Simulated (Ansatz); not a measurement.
A series of calculations on BH5S

Part 1: Relaxation

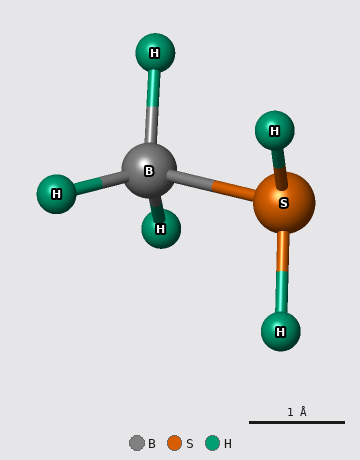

BH₅S, before the relaxation. Style: ball-and-stick. Shown from a free direction.

The run prepares an end point of a later path (torsion) calculation, from a guessed geometry.

Level of theory: RKS PBE0/def2-SVP (Ansatz).

The input:
```yaml
crystal:
  periodic: [false, false, false]
  atoms:
    - { symbol: B, position_ang: [-0.4522, -0.4235, -0.4629] }
    - { symbol: S, position_ang: [0.5848, 0.8509, 0.3809] }
    - { symbol: H, position_ang: [-1.6599, 0.0094, -0.4712] }
    - { symbol: H, position_ang: [-0.3575, -1.416, 0.0832] }
    - { symbol: H, position_ang: [-0.1403, -0.5153, -1.6208] }
    - { symbol: H, position_ang: [0.1756, 1.0169, 1.6788] }
    - { symbol: H, position_ang: [1.9107, 0.4097, 0.3661] }
basis:
  gaussian: { orbitals: def2-SVP }
hamiltonian:
  xc: pbe0
relax:
  f_tol: 0.015
  max_steps: 40
```

Launched with:
```bash
ansatz run input.yaml --threads 1 --pin off --max-ram 2048MiB --backend cpu --events-out ev --progress --plain --runs-dir out
```

What does the optimiser find from here?

H6 moves most after the best rigid fit: 0.17 Å. By element the largest moves are H 0.17 Å, S 0.16 Å, B 0.10 Å. Near-neighbour distances that change, for instance: B1–S2 1.847 → 1.995 Å, B1–H4 1.137 → 1.215 Å, B1–H3 1.283 → 1.218 Å, S2–H7 1.397 → 1.354 Å. Bond angles that change, for instance: H6–S2–H7 109.4° → 92.6°, S2–B1–H5 110.3° → 100.3°, H3–B1–H5 105.3° → 113.9°. Over 5 accepted moves (6 points after the start) the energy falls by 13.1 kcal/mol. Largest force component: 2.5 eV/Å at the start, 0.003 eV/Å at the end. The line search rejected the trial step at point 4 of the run.

History of the run:

```csv
step,"E − E(0), kcal/mol","largest force component, eV/Å",note
0,0.00,2.4797,
1,-10.54,1.6184,
2,-12.46,0.7215,
3,-13.04,0.1141,
4,-13.00,0.1496,rejected
5,-13.08,0.0226,
6,-13.08,0.0030,
```

The structure at the end:

```xyz
7

B    -0.5315   -0.4660   -0.5107
S     0.5751    0.9844    0.2960
H    -1.6378    0.0380   -0.4340
H    -0.3476   -1.4620    0.1597
H    -0.0757   -0.4847   -1.6401
H     0.2893    0.9125    1.6175
H     1.7894    0.4099    0.4657
```

After the run, drawn alike:

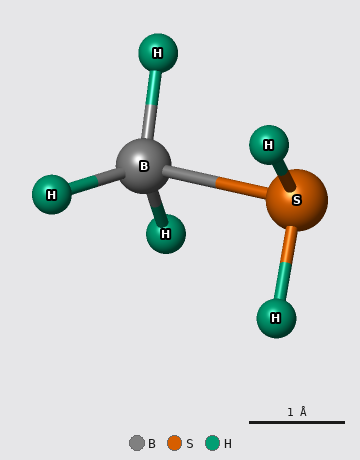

Part 2: Relaxation

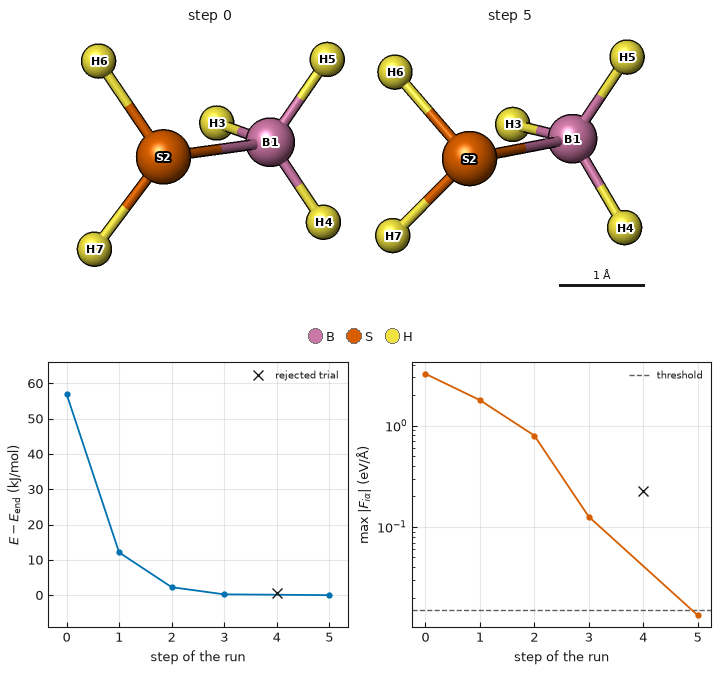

First and last geometry of a relaxation of BH5S, with the history of the run. Style: ball-and-stick. Shown at a tilt.

The run prepares an end point of a later path (torsion) calculation, from a guessed geometry.

All numbers below come from Ansatz 0.2.0, RKS PBE0/def2-SVP.

Input file:
```yaml
crystal:
  periodic: [false, false, false]
  atoms:
    - { symbol: B, position_ang: [-0.4522, -0.4235, -0.4629] }
    - { symbol: S, position_ang: [0.5848, 0.8509, 0.3809] }
    - { symbol: H, position_ang: [-1.6599, 0.0094, -0.4712] }
    - { symbol: H, position_ang: [-0.3575, -1.416, 0.0832] }
    - { symbol: H, position_ang: [-0.1403, -0.5153, -1.6208] }
    - { symbol: H, position_ang: [0.48186, 2.05531, -0.2659] }
    - { symbol: H, position_ang: [0.121, 0.98812, 1.69199] }
basis:
  gaussian: { orbitals: def2-SVP }
hamiltonian:
  xc: pbe0
relax:
  f_tol: 0.015
  max_steps: 40
```

Launched with:
```bash
ansatz run input.yaml --threads 1 --pin off --max-ram 2048MiB --backend cpu --events-out ev --progress --plain --runs-dir out
```

Q: What do the curves and the structures tell?

A: It converged. The energy falls by 57.0 kJ/mol in 4 accepted moves (5 points after the start). The largest force component goes from 3.2 to 0.013 eV/Å. The line search rejected the trial step at point 4 of the run. The largest moves after the best rigid fit, 0.16 Å, are those of H6 and H7. By element the largest moves are H 0.16 Å, S 0.14 Å, B 0.12 Å. Near-neighbour distances that change, for instance: B1–S2 1.847 → 1.995 Å, B1–H4 1.137 → 1.219 Å, B1–H3 1.283 → 1.215 Å, S2–H7 1.397 → 1.354 Å. Among the angles between lasting bonds that change: H6–S2–H7 109.4° → 92.5°, H3–B1–H5 105.3° → 116.3°, S2–B1–H4 109.6° → 100.2°. The run took 14 s on 1 thread of Arm Neoverse N1, on a shared host, peak memory 0.11 GiB.

```json
{"step": "0", "E − E(0), kJ/mol": "0.00", "largest force component, eV/Å": "3.2490", "note": ""}
{"step": "1", "E − E(0), kJ/mol": "-44.89", "largest force component, eV/Å": "1.7870", "note": ""}
{"step": "2", "E − E(0), kJ/mol": "-54.74", "largest force component, eV/Å": "0.7988", "note": ""}
{"step": "3", "E − E(0), kJ/mol": "-56.76", "largest force component, eV/Å": "0.1262", "note": ""}
{"step": "4", "E − E(0), kJ/mol": "-56.28", "largest force component, eV/Å": "0.2279", "note": "rejected"}
{"step": "5", "E − E(0), kJ/mol": "-56.99", "largest force component, eV/Å": "0.0134", "note": ""}
```

Part 3: Path

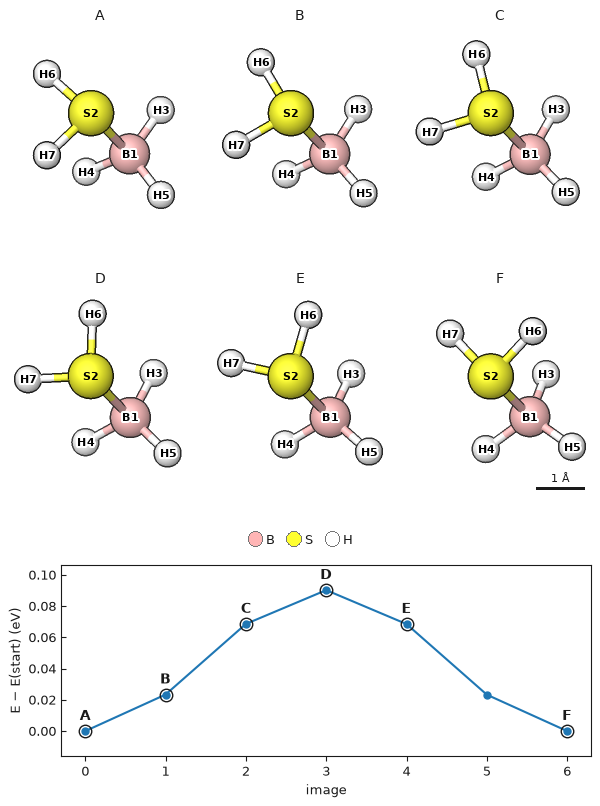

A search for the minimum-energy path of BH$_{5}$S by the nudged elastic band. Images are numbered from 0 (start) to 6 (end). Frames A to F are images 0, 1, 2, 3, 4, 6. The picture is a ball-and-stick view, seen from a free direction.

Computed with RKS PBE0/def2-SVP (Ansatz). Set-up: 5 movable images; climbing image; force threshold 0.05 eV/Å; iteration limit 60; starting path by image-dependent pair potential.

Describe the mechanism and the energy profile.

Answer. The barrier is about 0.090 eV in both directions, with image 3 at the top; the ends have the same energy. The motion is a rotation about the B1–S2 bond by about 120°. No bond forms or breaks between the ends. Bond angles that change up to the highest image, for instance: S2–B1–H4 106.8° → 103.0°, S2–B1–H3 100.2° → 103.0°. The band is converged.

Cost: 59 s on 1 thread of Arm Neoverse N1, on a shared host, peak memory 0.1 GiB.
